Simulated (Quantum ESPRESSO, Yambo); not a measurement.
**LiH (Fm-3m): G0W0 in Yambo against the bands**

Aim: move the bands of a G0W0 run on LiH (Fm-3m) over a wide range.

Program: Yambo 5.3.0. Level of theory: PBE and many-body steps on it, plane waves. Results are calculated unless marked as measured.

The database entry behind the starting cell differs from later determinations by our own check (the deuteride, about 0.2 % short), so it need not match the best structure at ambient conditions.

**1. The starting structure**

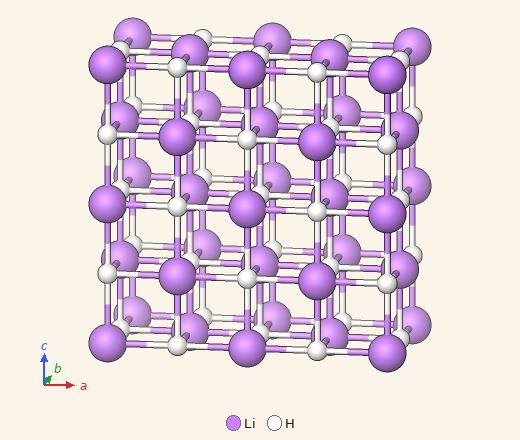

Start, viewed slightly off an axis; lithium purple, hydrogen white. 2×1×2 cells are drawn. This picture shows the conventional cell, with its axes. Some periodic images of atoms are drawn too.

Structure file:

```
Li H
1.0
     0.00000    2.03675    2.03675
     2.03675    0.00000    2.03675
     2.03675    2.03675    0.00000
Li H
1 1
Direct
  0.00000 0.00000 0.00000
  0.50000 0.50000 0.50000
```

The cell and positions come from the Crystallography Open Database and are kept as given unless a step says otherwise.

**2. 13 bands**

This step: Yambo 5.3.0; G0W0 on PBE, plane waves, norm-conserving pseudopotentials.

Now the one-shot GW correction: screening in the RPA, then the self-energy of the levels asked for.

gw1.in

```
HF_and_locXC
gw0
dyson
ppa
em1d
rim_cut
RandQpts= 1000000
RandGvec= 1 RL
EXXRLvcs= 66 Ry
VXCRLvcs= 264 Ry
Chimod= "HARTREE"
% BndsRnXp
 1 | 13 |
%
NGsBlkXp= 15.5 Ry
% LongDrXp
 1 | 1 | 1 |
%
% GbndRnge
 1 | 13 |
%
DysSolver= "n"
ExtendOut
PPAPntXp= 27.21138 eV
% QPkrange
 7 | 7 | 1 | 4 |
 1 | 1 | 1 | 4 |
%
```

Command:

```
OMP_NUM_THREADS=1 mpirun -n 8 yambo -F gw1.in -J gw1 -C gw1 > gw1.log
```

The log of the run:

```text
 Yambo, version 5.3.0

 [02] CORE Variables Setup
 =========================

  [... cell, symmetries and grids as in the set-up ...]

  [02.05] Energies & Occupations
  ==============================

  [X] === General ===
  [X] Electronic Temperature                        :  0.000000  0.000000 [eV K]
  [X] Bosonic    Temperature                        :  0.000000  0.000000 [eV K]
  [X] Finite Temperature mode                       : no
  [X] El. density                                   :  0.23671E+24 [cm-3]
  [X] Fermi Level                                   :  0.392907 [eV]

  [X] === Gaps and Widths ===
  [X] Conduction Band Min                           :  3.022039 [eV]
  [X] Valence Band Max                              :  0.000000 [eV]
  [X] Filled Bands                                  :  2
  [X] Empty Bands                                   :    3  201
  [X] Direct Gap                                    :  3.022039 [eV]
  [X] Direct Gap localized at k                     :   7
  [X] Indirect Gap                                  :  3.022039 [eV]
  [X] Indirect Gap between kpts                     :   7   7
  [X] Last valence band width                       :  5.253733 [eV]
  [X] 1st conduction band width                     :  12.45368 [eV]

 [03] Transferred momenta grid and indexing
 ==========================================

 IBZ Q-points                                      :   8
 BZ  Q-points                                      :   64

 K/Q-points units:
 rlu = crystal or reduced units; cc = cartesian coordinates; iku = interal k-units

 Q [1]          [rlu]:  0.000000  0.000000  0.000000
 Q [2]          [rlu]:  0.25023E-16 -0.27323E-17  0.25000
 Q [3]          [rlu]: -0.97931E-17 -0.97931E-17 -0.50000
 Q [4]          [rlu]:  0.25254E-17  0.25000      0.25000
 Q [5]          [rlu]:  0.62764E-17  0.25000      0.50000
 Q [6]          [rlu]: -0.97931E-17  0.25000     -0.25000
 Q [7]          [rlu]: -0.50507E-17 -0.50000     -0.50000
 Q [8]          [rlu]:  0.250000 -0.500000 -0.250000

 [04] Coloumb potential Random Integration (RIM)
 ===============================================

  [04.01] RIM initialization
  ==========================

  * Diagonal components only detected *

  8 x (sBL volume)        :  0.271900 [a.u.]
  sBZ random points       :  1000000
  Points outside the sBZ  :   7987327
  RL volume               :  2.175203 [a.u.]
  Integrated volume       :  2.178654 [a.u.]

  [04.02] RIM integrals
  =====================

  Gamma point sphere radius             :  0.117513 [a.u.]
  Points outside the sphere             :   799513
  [Int_sBZ(q=0) 1/q^2]*(Vol_sBZ)^(-1/3) =:  7.764325
                                 should be <:  7.795600

  Summary of Coulomb integrals for non-metallic bands |Q|[au] RIM/Bare

  Q [1] 0.100000E-4 0.995988 * Q [2] 0.353439 1.066317
  Q [4] 0.408116 1.065091 * Q [6] 0.577163 1.027759
  Q [5] 0.676783 1.020584 * Q [3] 0.706877 1.018268
  Q [7] 0.816231 1.014689 * Q [8] 0.912574 1.011648

 [WARNING] [Xp] User bands 1-13 break level degeneracy

 [05] Dipoles
 ============

  [05.01] Setup: observables and procedures
  =========================================

 [06] Dynamic Dielectric Matrix (PPA)
 ====================================

 [SLK-Inversion]  Pools        :  2
 [SLK-Inversion]  BLACS grid   :  2  2

 [WR./gw1//ndb.pp]---------------------------------------------------------------
  Brillouin Zone Q/K grids (IBZ/BZ)                :    8   64    8   64
  RL vectors                                       :  1411 [WF]
  Coulomb cutoff potential                         : none
  Electronic Temperature                           :  0.000000 [K]
  Bosonic    Temperature                           :  0.000000 [K]
  PPA    diel. fun.  energies                      : Perdew, Burke & Ernzerhof(X)+Perdew, Burke & Ernzerhof(C)
  wavefunctions                                    : Perdew, Burke & Ernzerhof(X)+Perdew, Burke & Ernzerhof(C)
  Global Gauge                                     : length
  X matrix size                                    :  169
  X band range                                     :   1  13
  X e/h energy range                               : -1.000000 -1.000000 [eV]
  X Time ordering                                  : R
  X Hxc Kernel                                     : HARTREE
  X Drude frequency                                :  0.000000  0.000000
  X poles                                          :  100.0000 [o/o]
  RL vectors in the sum                            :  1411
  [r,Vnl] included                                 : yes
  Field direction                                  :  0.577350E-5  0.577350E-5  0.577350E-5
  BZ energy Double Grid                            : no
  BZ energy DbGd points                            : 0
  BZ Q point size factor                           : -1.000000
  X Optical Averaged directions                    : none

 [07] Local Exchange-Correlation + Non-Local Fock
 ================================================

 [VXC] Plane waves :   8363
 [EXS] Plane waves :  1067

 QP @ state[ 1 ] K range:  1  1
 QP @ state[ 1 ] b range:   1   4
 QP @ state[ 2 ] K range:   7   7
 QP @ state[ 2 ] b range:   1   4

 [xc] Functional : Perdew, Burke & Ernzerhof(X)+Perdew, Burke & Ernzerhof(C)
 [xc] LIBXC used to calculate xc functional

 [xc] E_xc :  -2.053911 [Ha]
      E_xc :  -4.107821 [Ry]

  Local XC kind (lXC) : Perdew, Burke & Ernzerhof(X)+Perdew, Burke & Ernzerhof(C)
  Non-Local XC kind (nlXC) : Hartree-Fock

  Corrections @ K [1] :  [eV]
 <1|nlXC|1> = -39.57183 -0.40338E-16 <1|lXC|1> = -25.62472 -0.38001E-15
 <2|nlXC|2> = -15.46464 -0.30340E-16 <2|lXC|2> = -9.916689 -0.49055E-19
 <3|nlXC|3> = -4.681092  0.48624E-17 <3|lXC|3> = -11.72368  0.18876E-15
 <4|nlXC|4> = -2.441032 -0.11792E-18 <4|lXC|4> = -8.959286  0.56644E-15

  Corrections @ K [7] :  [eV]
 <1|nlXC|1> = -39.63252  0.11298E-16 <1|lXC|1> = -25.70721  0.19064E-15
 <2|nlXC|2> = -14.58667 -0.11841E-16 <2|lXC|2> = -11.31729  0.18881E-15
 <3|nlXC|3> = -3.557241  0.10215E-16 <3|lXC|3> = -7.636505  0.28322E-15
 <4|nlXC|4> = -2.661697  0.12106E-17 <4|lXC|4> = -8.228247  0.47212E-16

 [08] Dyson equation: Newton solver
 ==================================

  [08.01] G0W0 (W PPA)
  ====================

  [  GW  ] Bands range     :   1  13
  [GW/PPA] G damping       :  0.100000 [eV]

  QP @ state[ 1 ] K range:  1  1
  QP @ state[ 1 ] b range:   1   4
  QP @ state[ 2 ] K range:   7   7
  QP @ state[ 2 ] b range:   1   4

   Sc/G bands                                       :   1  13
   Sc/G damping                                     :  0.100000 ev
   Sc bands terminator                              : no
   Sx RL components                                 :  1067

   QP @ state[ 1 ] K range                          :  1  1
   QP @ state[ 1 ] b range                          :   1   4
   QP @ state[ 2 ] K range                          :   7   7
   QP @ state[ 2 ] b range                          :   1   4
   GF energies kind                                 : Perdew, Burke & Ernzerhof(X)+Perdew, Burke & Ernzerhof(C)
   GF WF`s kind                                     : Perdew, Burke & Ernzerhof(X)+Perdew, Burke & Ernzerhof(C)
   Xs energies kind                                 : Perdew, Burke & Ernzerhof(X)+Perdew, Burke & Ernzerhof(C)
   Xs WF`s kind                                     : Perdew, Burke & Ernzerhof(X)+Perdew, Burke & Ernzerhof(C)

 [11] Game Over & Game summary
```

Elapsed: 4.1 s, on 8 MPI ranks of Arm Neoverse V1, shared host; peak memory 1.9 GiB; 24 s of CPU time.

This step gave:

| Property | Result |
| --- | --- |
| G0W0 gap on the points computed | 4.671 eV |
| starting gap on the mesh | 3.022 eV |
| k of the valence top | 0, -0.5, -0.5 |
| k of the conduction bottom | 0, -0.5, -0.5 |
| least direct G0W0 gap on the computed points | 4.671 eV |
| Z at the valence top | 0.7779 |
| Z at the conduction bottom | 0.8146 |

The gap on the mesh goes from 3.02 eV to 4.67 eV, a correction of +1.65 eV.

**3. 26 bands**

gw2.in, as its differences from gw1.in of step 2:

```diff
@@ -12,3 +12,3 @@
 % BndsRnXp
- 1 | 13 |
+ 1 | 26 |
 %
@@ -19,3 +19,3 @@
 % GbndRnge
- 1 | 13 |
+ 1 | 26 |
 %
```

Command:

```
OMP_NUM_THREADS=1 mpirun -n 8 yambo -F gw2.in -J gw2 -C gw2 > gw2.log
```

The log of the run:

```text
 Yambo, version 5.3.0

 [02] CORE Variables Setup
 =========================

  [... cell, symmetries and grids as in the set-up ...]

  [02.05] Energies & Occupations
  ==============================

  [X] === General ===
  [X] Electronic Temperature                        :  0.000000  0.000000 [eV K]
  [X] Bosonic    Temperature                        :  0.000000  0.000000 [eV K]
  [X] Finite Temperature mode                       : no
  [X] El. density                                   :  0.23671E+24 [cm-3]
  [X] Fermi Level                                   :  0.392907 [eV]

  [X] === Gaps and Widths ===
  [X] Conduction Band Min                           :  3.022039 [eV]
  [X] Valence Band Max                              :  0.000000 [eV]
  [X] Filled Bands                                  :  2
  [X] Empty Bands                                   :    3  201
  [X] Direct Gap                                    :  3.022039 [eV]
  [X] Direct Gap localized at k                     :   7
  [X] Indirect Gap                                  :  3.022039 [eV]
  [X] Indirect Gap between kpts                     :   7   7
  [X] Last valence band width                       :  5.253733 [eV]
  [X] 1st conduction band width                     :  12.45368 [eV]

 [03] Transferred momenta grid and indexing
 ==========================================

 IBZ Q-points                                      :   8
 BZ  Q-points                                      :   64

 K/Q-points units:
 rlu = crystal or reduced units; cc = cartesian coordinates; iku = interal k-units

 Q [1]          [rlu]:  0.000000  0.000000  0.000000
 Q [2]          [rlu]:  0.25023E-16 -0.27323E-17  0.25000
 Q [3]          [rlu]: -0.97931E-17 -0.97931E-17 -0.50000
[...]
QP @ state[ 1 ] b range:   1   4
 QP @ state[ 2 ] K range:   7   7
 QP @ state[ 2 ] b range:   1   4

 [xc] Functional : Perdew, Burke & Ernzerhof(X)+Perdew, Burke & Ernzerhof(C)
 [xc] LIBXC used to calculate xc functional

 [xc] E_xc :  -2.053911 [Ha]
      E_xc :  -4.107821 [Ry]

  Local XC kind (lXC) : Perdew, Burke & Ernzerhof(X)+Perdew, Burke & Ernzerhof(C)
  Non-Local XC kind (nlXC) : Hartree-Fock

  Corrections @ K [1] :  [eV]
 <1|nlXC|1> = -39.57183 -0.40338E-16 <1|lXC|1> = -25.62472 -0.38001E-15
 <2|nlXC|2> = -15.46464 -0.30340E-16 <2|lXC|2> = -9.916689 -0.49055E-19
 <3|nlXC|3> = -4.681092  0.48624E-17 <3|lXC|3> = -11.72368  0.18876E-15
[...]
Corrections @ K [7] :  [eV]
[...]
<3|nlXC|3> = -3.557241  0.10215E-16 <3|lXC|3> = -7.636505  0.28322E-15
 <4|nlXC|4> = -2.661697  0.12106E-17 <4|lXC|4> = -8.228247  0.47212E-16

 [08] Dyson equation: Newton solver
 ==================================

  [08.01] G0W0 (W PPA)
  ====================

  [  GW  ] Bands range     :   1  26
  [GW/PPA] G damping       :  0.100000 [eV]

  QP @ state[ 1 ] K range:  1  1
  QP @ state[ 1 ] b range:   1   4
  QP @ state[ 2 ] K range:   7   7
  QP @ state[ 2 ] b range:   1   4

   Sc/G bands                                       :   1  26
   Sc/G damping                                     :  0.100000 ev
   Sc bands terminator                              : no
   Sx RL components                                 :  1067

   QP @ state[ 1 ] K range                          :  1  1
   QP @ state[ 1 ] b range                          :   1   4
   QP @ state[ 2 ] K range                          :   7   7
   QP @ state[ 2 ] b range                          :   1   4
   GF energies kind                                 : Perdew, Burke & Ernzerhof(X)+Perdew, Burke & Ernzerhof(C)
   GF WF`s kind                                     : Perdew, Burke & Ernzerhof(X)+Perdew, Burke & Ernzerhof(C)
   Xs energies kind                                 : Perdew, Burke & Ernzerhof(X)+Perdew, Burke & Ernzerhof(C)
   Xs WF`s kind                                     : Perdew, Burke & Ernzerhof(X)+Perdew, Burke & Ernzerhof(C)

 [11] Game Over & Game summary
```

It took 4.9 s on 8 MPI ranks; peak memory 2.1 GiB; 31 s of CPU time.

This step gave:

```
G0W0 gap on the points computed              : 4.755 eV
starting gap on the mesh                     : 3.022 eV
k of the valence top                         : 0, -0.5, -0.5
k of the conduction bottom                   : 0, -0.5, -0.5
least direct G0W0 gap on the computed points : 4.755 eV
Z at the valence top                         : 0.7772
Z at the conduction bottom                   : 0.8135
```

Against the run before, the gap moves by +0.085 eV.

**4. 52 bands**

gw3.in, as its differences from gw2.in of step 3:

```diff
@@ -12,3 +12,3 @@
 % BndsRnXp
- 1 | 26 |
+ 1 | 52 |
 %
@@ -19,3 +19,3 @@
 % GbndRnge
- 1 | 26 |
+ 1 | 52 |
 %
```

Command:

```
OMP_NUM_THREADS=1 mpirun -n 8 yambo -F gw3.in -J gw3 -C gw3 > gw3.log
```

The log of the run:

```text
 Yambo, version 5.3.0

 [02] CORE Variables Setup
 =========================

  [... cell, symmetries and grids as in the set-up ...]

  [02.05] Energies & Occupations
  ==============================

  [X] === General ===
  [X] Electronic Temperature                        :  0.000000  0.000000 [eV K]
  [X] Bosonic    Temperature                        :  0.000000  0.000000 [eV K]
  [X] Finite Temperature mode                       : no
  [X] El. density                                   :  0.23671E+24 [cm-3]
[...]
QP @ state[ 1 ] b range                          :   1   4
   QP @ state[ 2 ] K range                          :   7   7
   QP @ state[ 2 ] b range                          :   1   4
   GF energies kind                                 : Perdew, Burke & Ernzerhof(X)+Perdew, Burke & Ernzerhof(C)
   GF WF`s kind                                     : Perdew, Burke & Ernzerhof(X)+Perdew, Burke & Ernzerhof(C)
   Xs energies kind                                 : Perdew, Burke & Ernzerhof(X)+Perdew, Burke & Ernzerhof(C)
   Xs WF`s kind                                     : Perdew, Burke & Ernzerhof(X)+Perdew, Burke & Ernzerhof(C)

 [11] Game Over & Game summary
```

Run time: 6.9 s. Hardware: 8 MPI ranks; peak memory 2.1 GiB; 46 s of CPU time.

Numbers from this step:

```yaml
g0w0_gap_on_the_points_computed: 4.827 eV
starting_gap_on_the_mesh: 3.022 eV
k_of_the_valence_top: 0, -0.5, -0.5
k_of_the_conduction_bottom: 0, -0.5, -0.5
least_direct_g0w0_gap_on_the_computed_points: 4.827 eV
```

Against the run before, the gap moves by +0.072 eV.

[end of part 1 of 2]

[Paths, hosts, dates, memory and timing lines, banners, echoed tables and standing remarks are left out of the program output.]

[Logs are printed without paths, hosts, clocks, repeated set-up lines and the standing remarks that a program may print on its own settings, such as how far it seeks lower states.]

[Runs of the session that timed out or met a known fault of the program may be left out.]

[Hosts, paths, dates, database ids (printed as entryN), source tags and the programs' standing remarks are cut or masked in the printed files.]
